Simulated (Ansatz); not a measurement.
**SiGeH7 (doublet): HSE06, B2PLYP, RPA-PBE over a scan of the distance Si1–H5 along a hydrogen transfer, cc-pVDZ**

Aim: run SiGeH7 (doublet) with these functionals over a scan of the distance Si1–H5 along a hydrogen transfer, and hold them against the top wave-function level at the same points.

Computed with Ansatz 0.2.0, Gaussian basis. Level: cc-pVDZ, all electrons in the functionals, frozen cores in the correlation of double hybrids and RPA.

To be run: HSE06, B2PLYP, RPA-PBE, at 1.485 Å; 1.609 Å; 1.857 Å; 2.105 Å; 2.353 Å.

## 1. The system

The geometry derives from fragments relaxed apart (PBE0/def2-TZVP) and kept rigid, so it is no stationary point. A hydrogen atom is moved between rigid fragments. No spin-orbit coupling is included. The filled d shell of Ge may be among the frozen orbitals whatever the setting's name suggests; the logs give the count.

9 atoms, charge 0, spin multiplicity 2.

Atoms are counted from 1 here; the program's logs count them from 0.

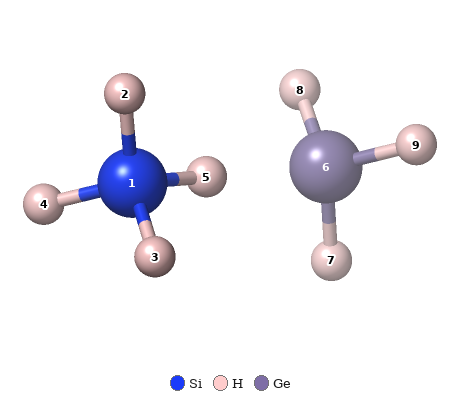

The structure; silicon blue, hydrogen pink, germanium purple; atoms are numbered from 1 in the order of the file.

No dispersion term is added. HSE06 is the plane-wave form.

The geometry shown and the zero of energy belong to the point 1.485 Å. The yardstick, UCCSDT(Q), and other wave-function levels (R restricted, U unrestricted, valence and pair active spaces) come from earlier runs.

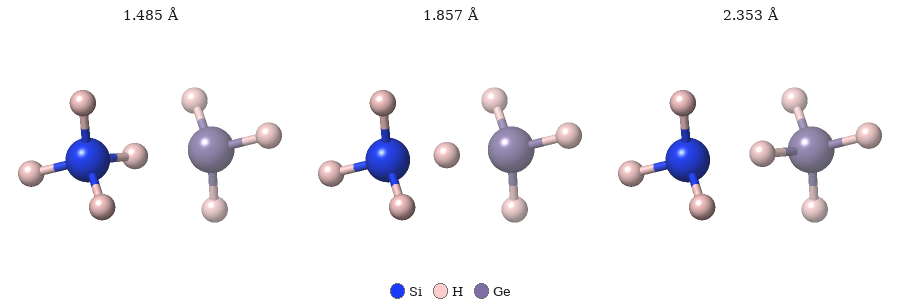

Three points of the scan; sticks are drawn by distance.

## 2. HSE06, 1.485 Å

Input file in.yaml:

```yaml
crystal:
  periodic: [false, false, false]
  atoms:
    - {symbol: Si, position_ang: [-2.739069, 0.000000, 0.000001]}
    - {symbol: H, position_ang: [-3.233941, 1.399708, 0.000001]}
    - {symbol: H, position_ang: [-3.233940, -0.699855, 1.212183]}
    - {symbol: H, position_ang: [-3.233941, -0.699854, -1.212182]}
    - {symbol: H, position_ang: [-1.254454, 0.000000, 0.000000]}
    - {symbol: Ge, position_ang: [1.143931, 0.000000, 0.000000]}
    - {symbol: H, position_ang: [1.612600, -1.465915, 0.000000]}
    - {symbol: H, position_ang: [1.612599, 0.732958, -1.269520]}
    - {symbol: H, position_ang: [1.612600, 0.732958, 1.269519]}
basis:
  gaussian: {orbitals: cc-pVDZ}
magnetization: {spin_polarized: true, initial_magnetization: 1}
hamiltonian: {xc: {name: HSE06}}
```

Run with:

```console
ansatz run in.yaml --threads 1 --pin off --events-out ev --progress --plain --max-ram 2816MiB --backend cpu
```

Output:

```text
Functional definition: HSE06
  name "HSE06"
  cite "Heyd, Scuseria & Ernzerhof, J. Chem. Phys. 118, 8207 (2003) doi:10.1063/1.1564060"
  cite "Krukau, Vydrov, Izmaylov & Scuseria, J. Chem. Phys. 125, 224106 (2006) doi:10.1063/1.2404663"
  cite "Heyd & Scuseria, J. Chem. Phys. 120, 7274 (2004) doi:10.1063/1.1668634"
  cite "Ernzerhof & Perdew, J. Chem. Phys. 109, 3313 (1998) doi:10.1063/1.476928"
  cite "Perdew, Burke & Ernzerhof, Phys. Rev. Lett. 77, 3865 (1996) doi:10.1103/PhysRevLett.77.3865"
  parent pbe
  parameter a = 0.25
  parameter omega = 0.11/bohr
  # The whole range is PBE's own exchange, as in plane waves. The composition of these papers is wPBEh.
  exchange = pbe_x - a*pbe_x_sr(omega) + a*exact_x_sr(omega)
  correlation = pbe_c
808 factors; integrals over basis functions are off by at most 1.2e-3 eV
84 factors; integrals over basis functions are off by at most 1.3e-6 eV
mean field evaluation 1: about -64495.3055 eV, gradient 7.4e0 eV
mean field evaluation 2: about -64495.6994 eV, gradient 2.9e0 eV
mean field evaluation 4: about -64495.7584 eV, gradient 9.7e-1 eV
mean field evaluation 8: about -64495.8197 eV, gradient 1.4e-2 eV
mean field evaluation 16: about -64495.8197 eV, gradient 5.9e-5 eV
mean field -64495.81967810 eV, -2370.1776563335 hartree, gradient 5.9e-5 eV, S^2 0.752416; 0 other end points of the search recorded, 0 dependent functions left out
reference -64495.81972282 eV, -2370.1776579769 hartree; 27, 26 occupied and 53, 54 virtual orbitals, 808 factors
Total energy: -64495.81972282 eV, -2370.1776579769 hartree
```

Wall time 3.5 s (1 thread of AMD EPYC 7R13, shared host); peak memory 0.27 GiB.

From the report: ⟨S²⟩ of the determinant 0.752 (pure doublet: 0.75).

## 3. HSE06, 1.609 Å

Input file in.yaml:

```yaml
crystal:
  periodic: [false, false, false]
  atoms:
    - {symbol: Si, position_ang: [-2.740232, 0.000000, 0.000001]}
    - {symbol: H, position_ang: [-3.235104, 1.399708, 0.000001]}
    - {symbol: H, position_ang: [-3.235103, -0.699855, 1.212183]}
    - {symbol: H, position_ang: [-3.235104, -0.699854, -1.212182]}
    - {symbol: H, position_ang: [-1.131232, 0.000000, 0.000000]}
    - {symbol: Ge, position_ang: [1.142768, 0.000000, 0.000000]}
    - {symbol: H, position_ang: [1.611437, -1.465915, 0.000000]}
    - {symbol: H, position_ang: [1.611436, 0.732958, -1.269520]}
    - {symbol: H, position_ang: [1.611437, 0.732958, 1.269519]}
basis:
  gaussian: {orbitals: cc-pVDZ}
magnetization: {spin_polarized: true, initial_magnetization: 1}
hamiltonian: {xc: {name: HSE06}}
```

Same command.

Output, cut to the lines that bear on the results:

```text
Functional definition: HSE06
  name "HSE06"
  cite "Heyd, Scuseria & Ernzerhof, J. Chem. Phys. 118, 8207 (2003) doi:10.1063/1.1564060"
  cite "Krukau, Vydrov, Izmaylov & Scuseria, J. Chem. Phys. 125, 224106 (2006) doi:10.1063/1.2404663"
  cite "Heyd & Scuseria, J. Chem. Phys. 120, 7274 (2004) doi:10.1063/1.1668634"
  cite "Ernzerhof & Perdew, J. Chem. Phys. 109, 3313 (1998) doi:10.1063/1.476928"
  cite "Perdew, Burke & Ernzerhof, Phys. Rev. Lett. 77, 3865 (1996) doi:10.1103/PhysRevLett.77.3865"
  parent pbe
[...]
  # The whole range is PBE's own exchange, as in plane waves. The composition of these papers is wPBEh.
[...]
808 factors; integrals over basis functions are off by at most 1.2e-3 eV
84 factors; integrals over basis functions are off by at most 1.3e-6 eV
[...]
mean field -64495.77980849 eV, -2370.1761911524 hartree, gradient 8.0e-5 eV, S^2 0.753266; 0 other end points of the search recorded, 0 dependent functions left out
reference -64495.77985326 eV, -2370.1761927977 hartree; 27, 26 occupied and 53, 54 virtual orbitals, 808 factors
Total energy: -64495.77985326 eV, -2370.1761927977 hartree
```

Run time: 3.5 s. Hardware: 1 thread of AMD EPYC 7R13, shared host; peak memory 0.27 GiB.

From the report: ⟨S²⟩ of the determinant 0.753 (pure doublet: 0.75).

From 1.485 Å: +0.040 eV.

## 4. HSE06, 1.857 Å

Input file in.yaml:

```yaml
crystal:
  periodic: [false, false, false]
  atoms:
    - {symbol: Si, position_ang: [-2.742551, 0.000000, 0.000001]}
    - {symbol: H, position_ang: [-3.237423, 1.399708, 0.000001]}
    - {symbol: H, position_ang: [-3.237422, -0.699855, 1.212183]}
    - {symbol: H, position_ang: [-3.237423, -0.699854, -1.212182]}
    - {symbol: H, position_ang: [-0.885551, 0.000000, 0.000000]}
    - {symbol: Ge, position_ang: [1.140449, 0.000000, 0.000000]}
    - {symbol: H, position_ang: [1.609117, -1.465915, 0.000000]}
    - {symbol: H, position_ang: [1.609117, 0.732958, -1.269520]}
    - {symbol: H, position_ang: [1.609117, 0.732958, 1.269519]}
basis:
  gaussian: {orbitals: cc-pVDZ}
magnetization: {spin_polarized: true, initial_magnetization: 1}
hamiltonian: {xc: {name: HSE06}}
```

The command is unchanged.

Output, cut to the lines that bear on the results:

```text
Functional definition: HSE06
  name "HSE06"
  cite "Heyd, Scuseria & Ernzerhof, J. Chem. Phys. 118, 8207 (2003) doi:10.1063/1.1564060"
  cite "Krukau, Vydrov, Izmaylov & Scuseria, J. Chem. Phys. 125, 224106 (2006) doi:10.1063/1.2404663"
  cite "Heyd & Scuseria, J. Chem. Phys. 120, 7274 (2004) doi:10.1063/1.1668634"
  cite "Ernzerhof & Perdew, J. Chem. Phys. 109, 3313 (1998) doi:10.1063/1.476928"
  cite "Perdew, Burke & Ernzerhof, Phys. Rev. Lett. 77, 3865 (1996) doi:10.1103/PhysRevLett.77.3865"
  parent pbe
[...]
  # The whole range is PBE's own exchange, as in plane waves. The composition of these papers is wPBEh.
[...]
810 factors; integrals over basis functions are off by at most 1.3e-3 eV
84 factors; integrals over basis functions are off by at most 1.4e-6 eV
[...]
mean field -64495.50942378 eV, -2370.1662546974 hartree, gradient 5.3e-5 eV, S^2 0.757566; 0 other end points of the search recorded, 0 dependent functions left out
reference -64495.50946867 eV, -2370.1662563472 hartree; 27, 26 occupied and 53, 54 virtual orbitals, 810 factors
Total energy: -64495.50946867 eV, -2370.1662563472 hartree
```

Wall time 3.4 s (1 thread of AMD EPYC 7R13, shared host); peak memory 0.26 GiB.

From the report: ⟨S²⟩ of the determinant 0.758 (pure doublet: 0.75).

From 1.485 Å: +0.310 eV.

## 5. HSE06, 2.105 Å

Input file in.yaml:

```yaml
crystal:
  periodic: [false, false, false]
  atoms:
    - {symbol: Si, position_ang: [-2.744870, 0.000000, 0.000001]}
    - {symbol: H, position_ang: [-3.239742, 1.399708, 0.000001]}
    - {symbol: H, position_ang: [-3.239742, -0.699855, 1.212183]}
    - {symbol: H, position_ang: [-3.239742, -0.699854, -1.212182]}
    - {symbol: H, position_ang: [-0.639870, 0.000000, 0.000000]}
    - {symbol: Ge, position_ang: [1.138130, 0.000000, 0.000000]}
    - {symbol: H, position_ang: [1.606798, -1.465915, 0.000000]}
    - {symbol: H, position_ang: [1.606798, 0.732958, -1.269520]}
    - {symbol: H, position_ang: [1.606798, 0.732958, 1.269519]}
basis:
  gaussian: {orbitals: cc-pVDZ}
magnetization: {spin_polarized: true, initial_magnetization: 1}
hamiltonian: {xc: {name: HSE06}}
```

Same command.

Output, cut to the lines that bear on the results:

```text
Functional definition: HSE06
  name "HSE06"
  cite "Heyd, Scuseria & Ernzerhof, J. Chem. Phys. 118, 8207 (2003) doi:10.1063/1.1564060"
  cite "Krukau, Vydrov, Izmaylov & Scuseria, J. Chem. Phys. 125, 224106 (2006) doi:10.1063/1.2404663"
  cite "Heyd & Scuseria, J. Chem. Phys. 120, 7274 (2004) doi:10.1063/1.1668634"
  cite "Ernzerhof & Perdew, J. Chem. Phys. 109, 3313 (1998) doi:10.1063/1.476928"
  cite "Perdew, Burke & Ernzerhof, Phys. Rev. Lett. 77, 3865 (1996) doi:10.1103/PhysRevLett.77.3865"
  parent pbe
[...]
  # The whole range is PBE's own exchange, as in plane waves. The composition of these papers is wPBEh.
[...]
808 factors; integrals over basis functions are off by at most 1.4e-3 eV
84 factors; integrals over basis functions are off by at most 1.4e-6 eV
[...]
mean field -64495.52902777 eV, -2370.1669751307 hartree, gradient 3.6e-5 eV, S^2 0.756321; 0 other end points of the search recorded, 0 dependent functions left out
reference -64495.52907255 eV, -2370.1669767765 hartree; 27, 26 occupied and 53, 54 virtual orbitals, 808 factors
Total energy: -64495.52907255 eV, -2370.1669767765 hartree
```

It took 3.6 s on 1 thread of AMD EPYC 7R13, shared host; peak memory 0.27 GiB.

From the report: ⟨S²⟩ of the determinant 0.756 (pure doublet: 0.75).

From 1.485 Å: +0.291 eV.

## 6. HSE06, 2.353 Å

Input file in.yaml:

```yaml
crystal:
  periodic: [false, false, false]
  atoms:
    - {symbol: Si, position_ang: [-2.747190, 0.000000, 0.000001]}
    - {symbol: H, position_ang: [-3.242061, 1.399708, 0.000001]}
    - {symbol: H, position_ang: [-3.242061, -0.699855, 1.212183]}
    - {symbol: H, position_ang: [-3.242061, -0.699854, -1.212182]}
    - {symbol: H, position_ang: [-0.394190, 0.000000, 0.000000]}
    - {symbol: Ge, position_ang: [1.135810, 0.000000, 0.000000]}
    - {symbol: H, position_ang: [1.604479, -1.465915, 0.000000]}
    - {symbol: H, position_ang: [1.604478, 0.732958, -1.269520]}
    - {symbol: H, position_ang: [1.604479, 0.732958, 1.269519]}
basis:
  gaussian: {orbitals: cc-pVDZ}
magnetization: {spin_polarized: true, initial_magnetization: 1}
hamiltonian: {xc: {name: HSE06}}
```

Launched as before.

Output, cut to the lines that bear on the results:

```text
Functional definition: HSE06
  name "HSE06"
  cite "Heyd, Scuseria & Ernzerhof, J. Chem. Phys. 118, 8207 (2003) doi:10.1063/1.1564060"
  cite "Krukau, Vydrov, Izmaylov & Scuseria, J. Chem. Phys. 125, 224106 (2006) doi:10.1063/1.2404663"
  cite "Heyd & Scuseria, J. Chem. Phys. 120, 7274 (2004) doi:10.1063/1.1668634"
  cite "Ernzerhof & Perdew, J. Chem. Phys. 109, 3313 (1998) doi:10.1063/1.476928"
  cite "Perdew, Burke & Ernzerhof, Phys. Rev. Lett. 77, 3865 (1996) doi:10.1103/PhysRevLett.77.3865"
  parent pbe
[...]
  # The whole range is PBE's own exchange, as in plane waves. The composition of these papers is wPBEh.
[...]
808 factors; integrals over basis functions are off by at most 1.1e-3 eV
84 factors; integrals over basis functions are off by at most 1.4e-6 eV
[...]
mean field -64495.63362712 eV, -2370.1708190860 hartree, gradient 8.3e-5 eV, S^2 0.753177; 0 other end points of the search recorded, 0 dependent functions left out
reference -64495.63367183 eV, -2370.1708207291 hartree; 27, 26 occupied and 53, 54 virtual orbitals, 808 factors
Total energy: -64495.63367183 eV, -2370.1708207291 hartree
```

Wall time 3.4 s (1 thread of AMD EPYC 7R13, shared host); peak memory 0.26 GiB.

From the report: ⟨S²⟩ of the determinant 0.753 (pure doublet: 0.75).

From 1.485 Å: +0.186 eV.

## 7. B2PLYP, 1.485 Å

Input file in.yaml:

```yaml
crystal:
  periodic: [false, false, false]
  atoms:
    - {symbol: Si, position_ang: [-2.739069, 0.000000, 0.000001]}
    - {symbol: H, position_ang: [-3.233941, 1.399708, 0.000001]}
    - {symbol: H, position_ang: [-3.233940, -0.699855, 1.212183]}
    - {symbol: H, position_ang: [-3.233941, -0.699854, -1.212182]}
    - {symbol: H, position_ang: [-1.254454, 0.000000, 0.000000]}
    - {symbol: Ge, position_ang: [1.143931, 0.000000, 0.000000]}
    - {symbol: H, position_ang: [1.612600, -1.465915, 0.000000]}
    - {symbol: H, position_ang: [1.612599, 0.732958, -1.269520]}
    - {symbol: H, position_ang: [1.612600, 0.732958, 1.269519]}
basis:
  gaussian: {orbitals: cc-pVDZ}
magnetization: {spin_polarized: true, initial_magnetization: 1}
hamiltonian: {xc: {name: B2PLYP}}
correlation: {electrons: outside_noble_gas}
```

Same command.

Output, cut to the lines that bear on the results:

```text
Functional definition: B2PLYP
  name "B2PLYP"
  cite "Grimme, J. Chem. Phys. 124, 034108 (2006) doi:10.1063/1.2148954"
  cite "Becke, Phys. Rev. A 38, 3098 (1988) doi:10.1103/PhysRevA.38.3098"
  cite "Lee, Yang & Parr, Phys. Rev. B 37, 785 (1988) doi:10.1103/PhysRevB.37.785"
[...]
808 factors; integrals over basis functions are off by at most 1.2e-3 eV
[...]
mean field -64489.42421711 eV, -2369.9426274770 hartree, gradient 4.6e-6 eV, S^2 0.753067; 0 other end points of the search recorded, 0 dependent functions left out
19 core orbitals not correlated: weight in the atoms' cores, before any rotation towards them, 0.999 or more for the frozen orbitals, at most 0.001 for the correlated occupied ones
reference -64489.42441106 eV, -2369.9426346046 hartree; 8, 7 occupied and 53, 54 virtual orbitals, 808 factors
second order -7.19678345 eV of doubles, -0.00000000 eV of singles
Total energy: -64491.36754259 eV, -2370.0140433713 hartree
```

Run time: 3.6 s. Hardware: 1 thread of AMD EPYC 7R13, shared host; peak memory 0.26 GiB.

From the report: ⟨S²⟩ of the determinant 0.753 (pure doublet: 0.75).

## 8. B2PLYP, 1.609 Å

Input file in.yaml:

```yaml
crystal:
  periodic: [false, false, false]
  atoms:
    - {symbol: Si, position_ang: [-2.740232, 0.000000, 0.000001]}
    - {symbol: H, position_ang: [-3.235104, 1.399708, 0.000001]}
    - {symbol: H, position_ang: [-3.235103, -0.699855, 1.212183]}
    - {symbol: H, position_ang: [-3.235104, -0.699854, -1.212182]}
    - {symbol: H, position_ang: [-1.131232, 0.000000, 0.000000]}
    - {symbol: Ge, position_ang: [1.142768, 0.000000, 0.000000]}
    - {symbol: H, position_ang: [1.611437, -1.465915, 0.000000]}
    - {symbol: H, position_ang: [1.611436, 0.732958, -1.269520]}
    - {symbol: H, position_ang: [1.611437, 0.732958, 1.269519]}
basis:
  gaussian: {orbitals: cc-pVDZ}
magnetization: {spin_polarized: true, initial_magnetization: 1}
hamiltonian: {xc: {name: B2PLYP}}
correlation: {electrons: outside_noble_gas}
```

Same command.

Output, cut to the lines that bear on the results:

```text
Functional definition: B2PLYP
  name "B2PLYP"
  cite "Grimme, J. Chem. Phys. 124, 034108 (2006) doi:10.1063/1.2148954"
  cite "Becke, Phys. Rev. A 38, 3098 (1988) doi:10.1103/PhysRevA.38.3098"
  cite "Lee, Yang & Parr, Phys. Rev. B 37, 785 (1988) doi:10.1103/PhysRevB.37.785"
[...]
808 factors; integrals over basis functions are off by at most 1.2e-3 eV
[...]
mean field -64489.32702562 eV, -2369.9390557556 hartree, gradient 2.6e-6 eV, S^2 0.754897; 0 other end points of the search recorded, 0 dependent functions left out
19 core orbitals not correlated: weight in the atoms' cores, before any rotation towards them, 0.999 or more for the frozen orbitals, at most 0.001 for the correlated occupied ones
reference -64489.32721969 eV, -2369.9390628878 hartree; 8, 7 occupied and 53, 54 virtual orbitals, 808 factors
second order -7.26257233 eV of doubles, -0.00000000 eV of singles
Total energy: -64491.28811422 eV, -2370.0111244326 hartree
```

Run time: 3.3 s. Hardware: 1 thread of AMD EPYC 7R13, shared host; peak memory 0.26 GiB.

From the report: ⟨S²⟩ of the determinant 0.755 (pure doublet: 0.75).

From 1.485 Å: +0.079 eV.

## 9. B2PLYP, 1.857 Å

Input file in.yaml:

```yaml
crystal:
  periodic: [false, false, false]
  atoms:
    - {symbol: Si, position_ang: [-2.742551, 0.000000, 0.000001]}
    - {symbol: H, position_ang: [-3.237423, 1.399708, 0.000001]}
    - {symbol: H, position_ang: [-3.237422, -0.699855, 1.212183]}
    - {symbol: H, position_ang: [-3.237423, -0.699854, -1.212182]}
    - {symbol: H, position_ang: [-0.885551, 0.000000, 0.000000]}
    - {symbol: Ge, position_ang: [1.140449, 0.000000, 0.000000]}
    - {symbol: H, position_ang: [1.609117, -1.465915, 0.000000]}
    - {symbol: H, position_ang: [1.609117, 0.732958, -1.269520]}
    - {symbol: H, position_ang: [1.609117, 0.732958, 1.269519]}
basis:
  gaussian: {orbitals: cc-pVDZ}
magnetization: {spin_polarized: true, initial_magnetization: 1}
hamiltonian: {xc: {name: B2PLYP}}
correlation: {electrons: outside_noble_gas}
```

Same command.

Output, cut to the lines that bear on the results:

```text
Functional definition: B2PLYP
  name "B2PLYP"
  cite "Grimme, J. Chem. Phys. 124, 034108 (2006) doi:10.1063/1.2148954"
  cite "Becke, Phys. Rev. A 38, 3098 (1988) doi:10.1103/PhysRevA.38.3098"
  cite "Lee, Yang & Parr, Phys. Rev. B 37, 785 (1988) doi:10.1103/PhysRevB.37.785"
[...]
810 factors; integrals over basis functions are off by at most 1.3e-3 eV
[...]
mean field -64488.95104899 eV, -2369.9252388694 hartree, gradient 4.0e-6 eV, S^2 0.765857; 0 other end points of the search recorded, 0 dependent functions left out
19 core orbitals not correlated: weight in the atoms' cores, before any rotation towards them, 0.999 or more for the frozen orbitals, at most 0.001 for the correlated occupied ones
reference -64488.95124351 eV, -2369.9252460180 hartree; 8, 7 occupied and 53, 54 virtual orbitals, 810 factors
second order -7.38820911 eV of doubles, -0.00000000 eV of singles
Total energy: -64490.94605998 eV, -2369.9985541708 hartree
```

It took 3.3 s on 1 thread of AMD EPYC 7R13, shared host; peak memory 0.26 GiB.

From the report: ⟨S²⟩ of the determinant 0.766 (pure doublet: 0.75).

From 1.485 Å: +0.421 eV.

## 10. B2PLYP, 2.105 Å

Input file in.yaml:

```yaml
crystal:
  periodic: [false, false, false]
  atoms:
    - {symbol: Si, position_ang: [-2.744870, 0.000000, 0.000001]}
    - {symbol: H, position_ang: [-3.239742, 1.399708, 0.000001]}
    - {symbol: H, position_ang: [-3.239742, -0.699855, 1.212183]}
    - {symbol: H, position_ang: [-3.239742, -0.699854, -1.212182]}
    - {symbol: H, position_ang: [-0.639870, 0.000000, 0.000000]}
    - {symbol: Ge, position_ang: [1.138130, 0.000000, 0.000000]}
    - {symbol: H, position_ang: [1.606798, -1.465915, 0.000000]}
    - {symbol: H, position_ang: [1.606798, 0.732958, -1.269520]}
    - {symbol: H, position_ang: [1.606798, 0.732958, 1.269519]}
basis:
  gaussian: {orbitals: cc-pVDZ}
magnetization: {spin_polarized: true, initial_magnetization: 1}
hamiltonian: {xc: {name: B2PLYP}}
correlation: {electrons: outside_noble_gas}
```

Same command.

Output, cut to the lines that bear on the results:

```text
Functional definition: B2PLYP
  name "B2PLYP"
  cite "Grimme, J. Chem. Phys. 124, 034108 (2006) doi:10.1063/1.2148954"
  cite "Becke, Phys. Rev. A 38, 3098 (1988) doi:10.1103/PhysRevA.38.3098"
  cite "Lee, Yang & Parr, Phys. Rev. B 37, 785 (1988) doi:10.1103/PhysRevB.37.785"
[...]
808 factors; integrals over basis functions are off by at most 1.4e-3 eV
[...]
mean field -64488.98536925 eV, -2369.9265001157 hartree, gradient 4.7e-6 eV, S^2 0.761924; 0 other end points of the search recorded, 0 dependent functions left out
19 core orbitals not correlated: weight in the atoms' cores, before any rotation towards them, 0.999 or more for the frozen orbitals, at most 0.001 for the correlated occupied ones
reference -64488.98556359 eV, -2369.9265072576 hartree; 8, 7 occupied and 53, 54 virtual orbitals, 808 factors
second order -7.35176027 eV of doubles, -0.00000000 eV of singles
Total energy: -64490.97053887 eV, -2369.9994537534 hartree
```

Wall time 3.4 s (1 thread of AMD EPYC 7R13, shared host); peak memory 0.26 GiB.

From the report: ⟨S²⟩ of the determinant 0.762 (pure doublet: 0.75).

From 1.485 Å: +0.397 eV.

[end of part 1 of 2]
